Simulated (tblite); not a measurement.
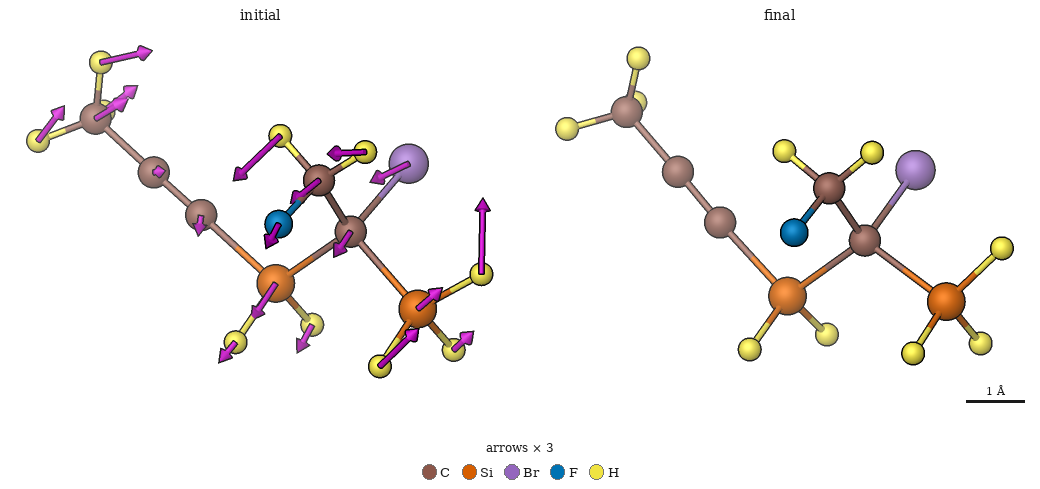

The structure of C5H10BrFSi2 before (left) and after (right) a relaxation, at one scale. The purple arrows give the displacements, 3 times their true length.

Style: ball-and-stick. Shown from a free direction.

All numbers below come from GFN2-xTB geometry optimisation, gas phase (tblite). 

Question: Summarise the run.

Answer: An H atom moves most after the best rigid fit: 0.46 Å. Largest moves by element: H 0.46 Å, Br 0.29 Å, Si 0.27 Å, C 0.27 Å, F 0.19 Å. Among the contacts that change: Si–Si 2.944 → 3.250 Å, C–Si 1.866 → 1.924 Å, C–Si 1.892 → 1.839 Å, C–C 1.479 → 1.443 Å. Bond angles that change, for instance: Si–C–Si 104.4° → 115.8°, H–Si–H 106.7° → 113.4°, C–Si–C 111.9° → 105.6°. Over 73 geometry steps the energy falls by 7.53 kcal/mol. The run took 0.8 s on 1 thread of Arm Neoverse V1, with other jobs on the host.
